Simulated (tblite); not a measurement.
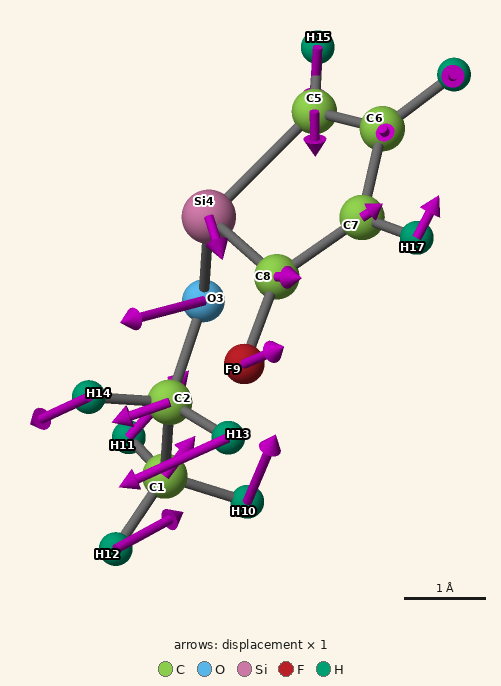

A relaxation of C₆H₈FOSi (multiplicity 2). The starting structure is drawn; purple arrows show the displacements, at their true length. The two geometries are superimposed by the best rigid fit.

Style: ball-and-stick. Shown from a free direction.

All numbers below come from GFN2-xTB geometry optimisation, gas phase in tblite 0.8.0. 

> What did the optimiser do to the structure, and how much energy did it gain?

Over 125 geometry steps the energy falls by 0.848 eV. The atom that moves furthest after the best rigid fit is an H atom (1.50 Å). Largest moves by element: H 1.50 Å, O 1.43 Å, F 0.82 Å, C 0.77 Å, Si 0.60 Å. Near-neighbour distances that change, for instance: O–Si 1.703 → 1.606 Å, C–C 1.311 → 1.366 Å, C–H 1.121 → 1.078 Å, C–O 1.371 → 1.410 Å. Among the angles between lasting bonds that change: O–Si–C 113.6° → 135.4°, C–O–Si 112.1° → 131.3°, O–Si–C 113.4° → 132.6°. Groups turn about C–O by about 135°. Cost: 1.1 s on 1 thread of Arm Neoverse V1, with other jobs on the host.
